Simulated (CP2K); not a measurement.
Consider boroxine at its PBE geometry (Å).

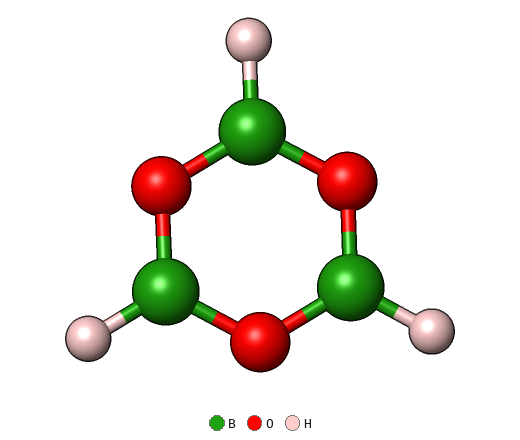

The molecule (boron green, oxygen red, hydrogen pink).

```xyz
9

B    -0.4732    1.2550    0.3583
O    -1.3020    0.1463    0.4402
B    -0.8304   -1.1087    0.0839
O     0.4754   -1.2616   -0.3584
B     1.3014   -0.1459   -0.4464
O     0.8299    1.1134   -0.0943
H    -0.8771    2.3290    0.6820
H    -1.5496   -2.0573    0.1599
H     2.4256   -0.2703   -0.8252
```

Method: CP2K XAS_TDP, all-electron GAPW, PBEh(45%), aug-cc-pVDZ, TDA, GW2X-corrected core level, no relativity.

Predict the bright core excitations at the B K edge.

Leading lines: B1 194.77 eV. The leading line of an atom is its first one with 35 % of the strongest within 2.5 eV of its lowest line over the strength cut. Core ionisation energies at this level: B1 200.64 eV.

The first six lines of each atom with a strength over 0.0015:

```
                             atom  energy (eV)  states  strength, one atom  above the computed threshold
B1 (bonded to 2 O and H), 3 alike       194.77       1              0.0760                              
                                        198.88       1              0.0037                              
                                        199.50       1              0.0062                              
                                        199.76       1              0.0028                              
                                        200.40       1              0.0037                              
                                        200.49       1              0.0074
```

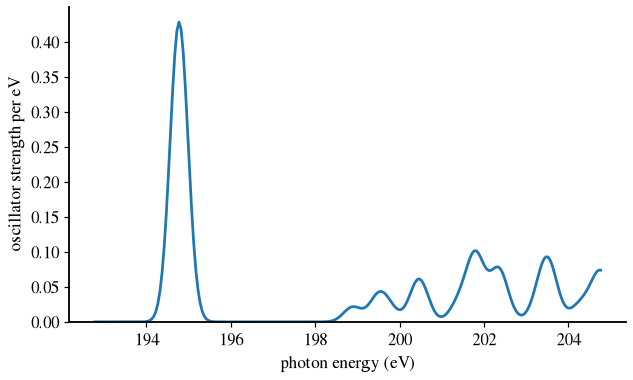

All atoms added, broadened by 0.5 eV.

Lines are vertical, at one geometry, with no vibrational structure. GW2X ionisation energies and lines can be off by 1 to 2 eV either way, and a good line position may hide errors that cancel. These values hold no scalar relativity. Rydberg lines, and the discretised continuum above threshold, depend on the basis and the box.

[Banner, clock and machine lines of the logs are left out without a mark of their own.]

[Logs are printed without paths, hosts, clocks, repeated set-up lines and the standing remarks that a program may print on its own settings, such as how far it seeks lower states.]

[Hosts, paths, dates, database ids (printed as entryN), source tags and the programs' standing remarks are cut or masked in the printed files.]
